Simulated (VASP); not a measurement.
Energy against volume of Pt$_{3}$Ti (L1_2). Calculation: TPSS meta-GGA, VASP's PBE PAW potentials (set 64) (plane waves; VASP).

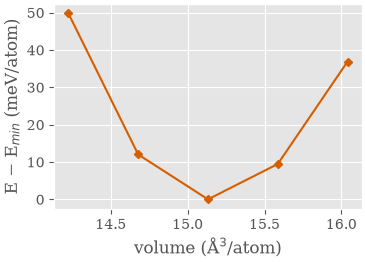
Figure: Energy against volume

Q: Estimate the equilibrium volume and the bulk modulus.

A: The minimum lies near 15.1 Å³/atom, and the curvature gives B0 of about 250 GPa.

Measured: a 3.916 Å (computed value off by +0.3 %), as given by Molecular Dynamics Simulations of PtTi High-Temperature Shape Memory Alloys Based on a Modified Embedded-Atom Method …. The calculation is for a static lattice, while the measured a holds thermal and zero-point effects, which are part of the difference.

The compound is Pt3Ti in the L1_2 structure. It was relaxed first.
